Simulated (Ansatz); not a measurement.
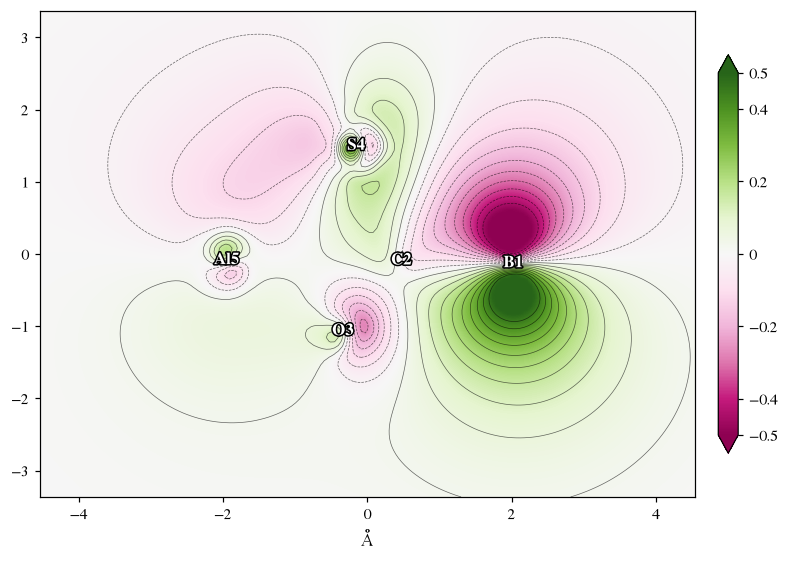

CH4AlBOS. The LUMO on the plane of atoms C2, O3 and Al5 (values in Å⁻³ᐟ²; the overall sign is arbitrary).

Geometry: PBE0-D4/def2-TZVP.

All numbers below come from Ansatz 0.2.0, RKS PBE0-D4/def2-TZVPP.

```yaml
atoms:
  - { symbol: B, position_ang: [-0.9250, 0.6903, 1.6630] }
  - { symbol: C, position_ang: [-0.2282, 0.1412, 0.3915] }
  - { symbol: O, position_ang: [-0.5634, -0.8554, -0.3180] }
  - { symbol: S, position_ang: [1.1518, 1.0430, -0.0447] }
  - { symbol: Al, position_ang: [0.8190, -0.7520, -1.5953] }
  - { symbol: H, position_ang: [-1.7528, 1.5386, 1.5448] }
  - { symbol: H, position_ang: [-0.5643, 0.3029, 2.7300] }
  - { symbol: H, position_ang: [0.2781, -0.2428, -2.9896] }
  - { symbol: H, position_ang: [1.8733, -1.9120, -1.3990] }
```

Question: What is the character of this orbital?

Answer: By Hirshfeld shares it lies mainly on B1 (about 60 %), C2 (about 10 %), S4 (about 10 %), H6 (about 5 %) and H7 (about 5 %). Its energy is −2.58 eV.
